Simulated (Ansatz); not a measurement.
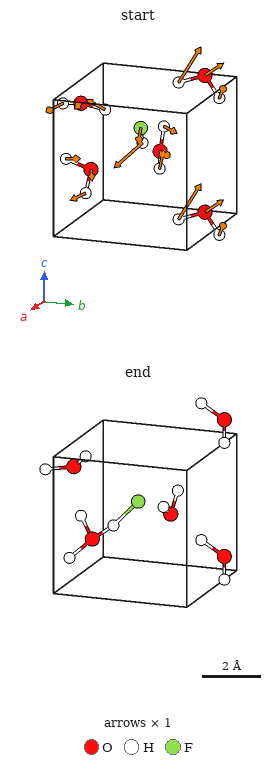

The structure of an amorphous cell of composition H9O4F before (top) and after (bottom) a relaxation, at one scale. The orange arrows give the displacements, at their true length.

Style: ball-and-stick. Shown: the cell of the calculation, slightly off an axis.

The cell holds 4 H2O + 1 HF. The run prepares the start of a later molecular dynamics calculation, from a guessed geometry.

Theory: DFT LDA, scalar-relativistic, plane waves, PAW (Ansatz 0.2.0).

The input:
```yaml
crystal:
  lattice:
    - [4.975884, 0.0, 0.0]
    - [0.0, 4.975884, 0.0]
    - [0.0, 0.0, 4.975884]
  atoms:
    - { symbol: O, position: [0.6817073, 0.0872371, 0.8978028] }
    - { symbol: H, position: [0.7095044, 0.2788821, 0.8780833] }
    - { symbol: H, position: [0.8591628, 0.017746, 0.9374244] }
    - { symbol: O, position: [0.2874816, 0.5336656, 0.4848751] }
    - { symbol: H, position: [0.3048171, 0.5683629, 0.6756235] }
    - { symbol: H, position: [0.4571627, 0.5934205, 0.4105311] }
    - { symbol: O, position: [0.8816601, 0.2368703, 0.4819455] }
    - { symbol: H, position: [0.8935442, 0.0530782, 0.5449422] }
    - { symbol: H, position: [1.0229061, 0.2501956, 0.3486737] }
    - { symbol: O, position: [0.2639108, 0.8612652, 1.0670727] }
    - { symbol: H, position: [0.2257777, 0.9545792, 0.9005563] }
    - { symbol: H, position: [0.3128422, 0.6816365, 1.0102519] }
    - { symbol: F, position: [0.9475795, 0.6349335, 0.8426164] }
    - { symbol: H, position: [0.8294197, 0.6035915, 0.700205] }
basis:
  ecutwfc: 420.0
kpoints:
  mp_grid: { grid: [1, 1, 1] }
hamiltonian:
  xc: lda
scf:
  occupations: { method: fermi_dirac, width: 0.05 }
  lower_state_search: "off"
relax:
  f_tol: 0.3
  max_steps: 15
  adjacent_minimum: "off"
```

Launched with:
```bash
ansatz run input.yaml --threads 1 --pin off --max-ram 3072MiB --backend cpu --events-out ev --progress --plain --runs-dir out
```

Summarise the run.

The relaxation stopped without meeting its thresholds, so the last structure isn't shown to be converged. It used up its limit of 15 steps. H12 moves most: 1.59 Å along [0 1 2]. By element the largest moves are H 1.59 Å, O 0.81 Å, F 0.72 Å. The lattice vectors keep their values. Near-neighbour distances that change, for instance: H9–O10 2.673 → 1.272 Å, O7–H14 2.139 → 1.054 Å, F13–H14 0.934 → 1.357 Å, O7–H9 0.969 → 1.146 Å. New bonds form: O7–H14 (2.14 → 1.05 Å). Among the angles between lasting bonds that change: H8–O7–H9 104.0° → 112.4°, H5–O4–H6 104.0° → 109.3°. After 14 geometry steps the energy has fallen by 289 meV per atom. Largest force component: 1.1 eV/Å at the start, 0.7 eV/Å at the end.

Limits of the set-up: the periodic images lie only 5.0 Å apart, so the values are limited by the cell's size.
